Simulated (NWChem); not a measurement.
**BP86/6-311++G(3df,3pd) run of AlCl (SMILES [Al][Cl])**

What is the electronic atomisation energy of AlCl at BP86/6-311++G(3df,3pd)? 

Program for the calculation: NWChem 7.3.0.

2 further runs of the same task are left out: 2 set aside as unsound or not needed.

### Step 1. Starting point

AlCl has 2 atoms, charge 0, and is taken as a singlet. SMILES: `[Al][Cl]`. Geometry: the measured bond length.

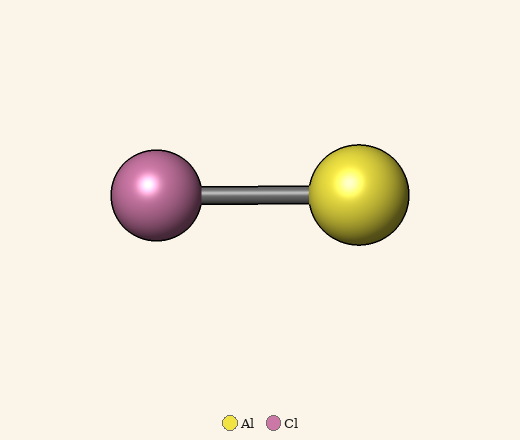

The structure, seen from a chosen angle (aluminium yellow, chlorine pink).

### Step 2. The energy at BP86/6-311++G(3df,3pd)

File struct.nw:

```
start struct
title "AlCl BP86"
memory 2200 mb
geometry noautosym nocenter noautoz
 Al     0.000000     0.000000     0.000000
 Cl     0.000000     0.000000     2.130113
end
basis spherical bse
 * library "6-311++G(3df,3pd)"
end
dft
 xc becke88 perdew86
 grid fine
 convergence energy 1e-08
 iterations 100
 mulliken
 print low
end
task dft energy
```

On the command line:

```
nwchem struct.nw > struct.out
```

Standard output:

```text
[...]
 d= 0,ls=0.0,diis     1   -702.7272089431 -7.58D+02  1.07D-02  1.26D+00     1.5
[...]
 d= 0,ls=0.0,diis    10   -702.7672397056 -5.24D-09  4.18D-07  3.84D-09     9.6
         Total DFT energy =     -702.767239705626
      One electron energy =    -1082.199877044963
           Coulomb energy =      371.460616399780
    Exchange-Corr. energy =      -46.930311485499
 Nuclear repulsion energy =       54.902332425056
[...]
      Total Density - Mulliken Population Analysis
     ---------------------------------------------
    Atom       Charge   Shell Charges
 -----------   ------   -------------------------------------------------------
    1 Al  13    12.59   0.79  1.18  0.98  1.00  1.10  0.82  2.12  3.77  0.36  0.31  0.04  0.10 -0.11  0.00  0.08  0.01  0.03
    2 Cl  17    17.41   0.78  1.19  0.89  1.09  1.01  1.06  7.42 -1.52  1.10  2.92  1.49  0.10 -0.15  0.00  0.01  0.02  0.00
[...]
```

It took 11 s on 1 thread of Intel Xeon Platinum 8488C (Sapphire Rapids), shared host; peak memory 0.11 GiB.

### Step 3. The Al atom

File work.nw:

```
start work
title "Al"
memory stack 880 mb heap 220 mb global 1100 mb

geometry units angstrom noautosym nocenter noautoz
  Al       0.000000       0.000000       0.000000
end

basis spherical bse
  * library "6-311++G(3df,3pd)"
end

dft
  xc becke88 perdew86
  mult 2
  grid fine
  convergence energy 1e-08
  iterations 100
  mulliken
  print low
end

task dft
```

Run the same way, it converges to -242.38347 Eh (log not shown).

### Step 4. The Cl atom

File mymol.nw:

```
echo
start mymol
memory stack 880 mb heap 220 mb global 1100 mb
charge 0

geometry units angstrom noautosym nocenter noautoz
   Cl       0.000000       0.000000       0.000000
end

basis spherical bse
   * library "6-311++G(3df,3pd)"
end

dft
   xc becke88 perdew86
   mult 2
   grid fine
   convergence energy 1e-08
   iterations 100
   mulliken
   print low
end

task dft
```

Run the same way, it converges to -460.19155 Eh (log not shown).

### Step 5. Results

Level: BP86/6-311++G(3df,3pd).

```
                     quantity          value
       molecule: total energy  -702.76724 Eh
        Al atom: total energy  -242.38347 Eh
                Al atom: ⟨S²⟩          0.754
        Cl atom: total energy  -460.19155 Eh
                Cl atom: ⟨S²⟩          0.753
electronic atomisation energy       5.231 eV
```

Taking the molecule apart into free atoms costs 5.23 eV (121 kcal/mol), before zero-point energy and without spin-orbit coupling.
